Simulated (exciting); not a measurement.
# LuSF: the F K edge from the Bethe–Salpeter equation, part 2 of 2

Wanted: the near-edge spectrum and the bound core excitons at the F K edge of LuSF.

exciting sodium; X-ray absorption, core-level Bethe-Salpeter equation, exchange and statically screened direct term, Tamm-Dancoff, all-electron LAPW+lo LDA.

So far. Step 6 (Exchange alone): Maxima (height): 2.3 eV (0.26), 5.8 eV (0.53), 7.7 eV (0.43) and 16.3 eV (0.34). Against the independent-particle run the r.m.s. difference is 2 %. Step 7 (Direct term alone): Maxima (height): -0.1 eV (0.41), 2.6 eV (1.02), 6.5 eV (0.28), 14.2 eV (0.28) and 20.3 eV (0.16). The spectrum differs from the singlet run by 4 % r.m.s.

## 9. Coarser mesh

Changed against the first singlet run: k mesh from 3×3×3 to 2×2×2.

Input file input.xml:

```
<input>
  <title>LuSF</title>
  <structure speciespath="." autormt="false" epslat="1.0e-5">
    <crystal>
      <basevect>3.7554527268 2.1682116428 15.5140215717</basevect>
      <basevect>-3.7554527268 2.1682116428 15.5140215717</basevect>
      <basevect>0.0000000000 -4.3364232854 15.5140215717</basevect>
    </crystal>
    <species speciesfile="Lu.xml" rmt="2.240">
      <atom coord="0.0000000000 0.0000000000 0.0000000000"/>
      <atom coord="0.5000000000 0.5000000000 0.5000000000"/>
    </species>
    <species speciesfile="S.xml" rmt="2.300">
      <atom coord="0.6089000000 0.6089000000 0.6089000000"/>
      <atom coord="0.3911000000 0.3911000000 0.3911000000"/>
    </species>
    <species speciesfile="F.xml" rmt="1.966">
      <atom coord="0.8327000000 0.8327000000 0.8327000000"/>
      <atom coord="0.1673000000 0.1673000000 0.1673000000"/>
    </species>
  </structure>
  <groundstate do="skip" xctype="LDA_PW" ngridk="3 3 3" rgkmax="7" gmaxvr="14" nempty="8" swidth="0.001" maxscl="100" epsengy="1e-5"/>
  <xs xstype="BSE" ngridk="2 2 2" ngridq="2 2 2" vkloff="0.097 0.273 0.493" rgkmax="7" nempty="52" gqmax="3" lmaxapwwf="5" lmaxemat="2" broad="0.01654" tevout="true">
    <energywindow intv="23.537 25.154" points="439"/>
    <screening screentype="full" nempty="80"/>
    <BSE xas="true" xasspecies="3" xasatom="1" xasedge="K" bsetype="singlet" nstlxas="1 48"/>
    <qpointset>
      <qpoint>0 0 0</qpoint>
    </qpointset>
    <plan>
      <doonly task="xsgeneigvec"/>
      <doonly task="writepmatxs"/>
      <doonly task="scrgeneigvec"/>
      <doonly task="scrwritepmat"/>
      <doonly task="screen"/>
      <doonly task="scrcoulint"/>
      <doonly task="exccoulint"/>
    </plan>
  </xs>
</input>
```

Input file input.xml for the last start (plan only):

```
  <plan>
    <doonly task="bse"/>
  </plan>
```

The run is started by

```bash
OMP_NUM_THREADS=1 mpirun -n 4 exciting
OMP_NUM_THREADS=4 exciting
```

Numbers of over 12 decimals in the logs are rounded to 6 here.

The log of the run:

```text
| EXCITING SODIUM started for task xsgeneigvec ( 301)                          =
One-shot GS runs for BSE calculations
One-shot GS runs for k+qmt/2 grids
Info(xsgeneigvec): Generating eigenvectors for Q-point      1
Info(xsgeneigvec): Generation of eigenvectors finished
| EXCITING SODIUM started for task writepmatxs ( 320)                          =
Info(writepmatxs): Momentum matrix elements finished
| EXCITING SODIUM started for task scrgeneigvec ( 401)                         =
One-shot GS runs for BSE calculations
One-shot GS runs for k+qmt/2 grids
[...]
Info(setup_bse_block): Setting up RR part of hamiltonian
Info(setup_bse_block): Singlet spin state
Info(bse): Diagonalizing RR Hamiltonian (TDA)
Info(bse): Invoking Lapack routine ZHEEVR
       768 eigen solutions found in the interval:
         i1=       1 i2=     768
Info(bse): Writing excition energies and oscillator strengths to text file.
Info(makespectrum_dist): Making spectrum using formula for coupling with time reversed AR basis.
Info(makespectrum_dist): Using formalism for vanishing momentum transfer.
Info(writederived): Writing quantities derived from the macroscopic dielectric function.
Info(bselauncher): Spectrum finished for iqmt=  1
Info(bselauncher): All done for BSE type singlet
```

Run time: 5.2 min. Hardware: 4 MPI ranks of Arm Neoverse V1, shared host.

These settings are cheaper. Against the singlet run the r.m.s. difference is 12 %. The highest maximum lies at 3.0 eV (0.78), against 2.6 eV (1.00). The first bright state moves from -0.56 to -0.39 eV. The lowest bare transition of this run lies at 0.30 eV, against 0.00. A coarse mesh samples few band energies, and it inflates the long-range part of the attraction.

```csv
E (eV),first run,this run
-3.0,0.02,0.02
-2.0,0.04,0.04
-1.0,0.14,0.14
0.0,0.40,0.39
1.0,0.24,0.26
2.0,0.55,0.64
3.0,0.77,0.78
4.0,0.36,0.35
5.0,0.26,0.24
6.0,0.26,0.25
7.0,0.23,0.22
8.0,0.14,0.15
9.0,0.11,0.11
10.0,0.09,0.09
11.0,0.11,0.11
12.0,0.15,0.16
13.0,0.25,0.25
14.0,0.28,0.30
15.0,0.28,0.25
16.0,0.19,0.20
17.0,0.14,0.14
18.0,0.12,0.12
19.0,0.15,0.16
20.0,0.17,0.17
21.0,0.14,0.14
```

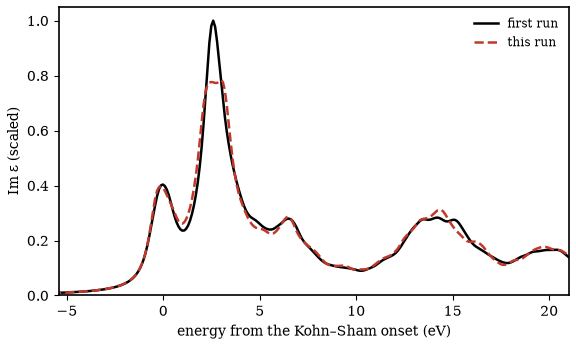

This run beside the first singlet run.

## 10. The levels of theory side by side

```csv
level,curve passes 0.15 (eV),highest maximum (eV),its height
IP,1.6,5.8,0.54
RPA,1.7,5.8,0.53
direct only,-0.9,2.6,1.02
singlet,-0.9,2.6,1.00
```

```csv
E (eV),IP,RPA,direct only,singlet
-3.0,0.01,0.01,0.02,0.02
-2.0,0.01,0.01,0.04,0.04
-1.0,0.02,0.02,0.14,0.14
0.0,0.04,0.03,0.41,0.40
1.0,0.08,0.08,0.24,0.24
2.0,0.24,0.24,0.60,0.55
3.0,0.17,0.17,0.75,0.77
4.0,0.22,0.21,0.35,0.36
5.0,0.44,0.42,0.26,0.26
6.0,0.51,0.51,0.25,0.26
7.0,0.33,0.33,0.23,0.23
8.0,0.40,0.40,0.14,0.14
9.0,0.25,0.25,0.10,0.11
10.0,0.15,0.16,0.09,0.09
11.0,0.11,0.11,0.11,0.11
12.0,0.11,0.11,0.15,0.15
13.0,0.13,0.13,0.25,0.25
14.0,0.21,0.21,0.28,0.28
15.0,0.26,0.26,0.27,0.28
16.0,0.33,0.33,0.19,0.19
17.0,0.31,0.32,0.14,0.14
18.0,0.23,0.23,0.12,0.12
19.0,0.20,0.20,0.15,0.15
20.0,0.23,0.23,0.16,0.17
21.0,0.27,0.27,0.14,0.14
```

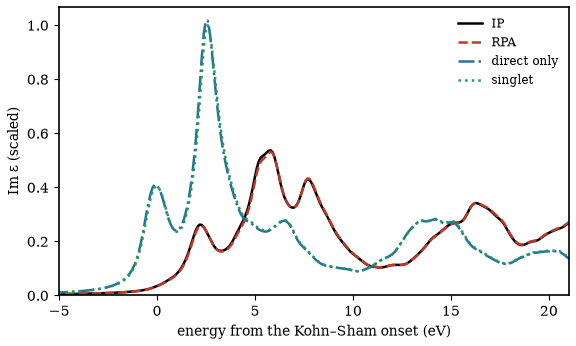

The spectrum at each level.

## 11. Summary of results

```
absorber and edge   : F K, atom 5
surroundings        : 3 Lu at 2.29 Å and 3 F at 2.29 Å (6-fold, site symmetry 3m)
first bright state  : -0.56 eV from the Kohn–Sham onset, on this mesh
highest maximum     : 2.6 eV
cost of the BSE run : 27 min on 4 MPI ranks of Arm Neoverse V1, shared host; the last task ran on as many threads
```

**Reading.** Is a core exciton bound? Yes on this mesh: the first bright state (over 5 % of the brightest) lies at -0.56 eV from the Kohn–Sham onset. Exchange alone changes the independent-particle spectrum by 1.8 % r.m.s. Leaving exchange out of the full kernel changes the spectrum by 4 % r.m.s. A mesh of 27 points doesn't converge binding energies, and fine structure above the first lines is partly noise of the mesh. Exchange and the short-range direct term aren't converged in the kernel cutoff. The zero comes from the shifted mesh, which comes near the band minimum without meeting it. The Kohn–Sham onset, 652 eV, is no photon energy: the scale needs a rigid shift. No quasiparticle correction widens the gap or stretches the bands. Vibrations and energy-dependent lifetimes are left out. The structure is a published determination, not relaxed.

[Banner, clock and machine lines of the logs are left out without a mark of their own.]

[Logs are printed without paths, hosts, clocks, repeated set-up lines and the standing remarks that a program may print on its own settings, such as how far it seeks lower states.]

[Hosts, paths, dates, database ids (printed as entryN), source tags and the programs' standing remarks are cut or masked in the printed files.]
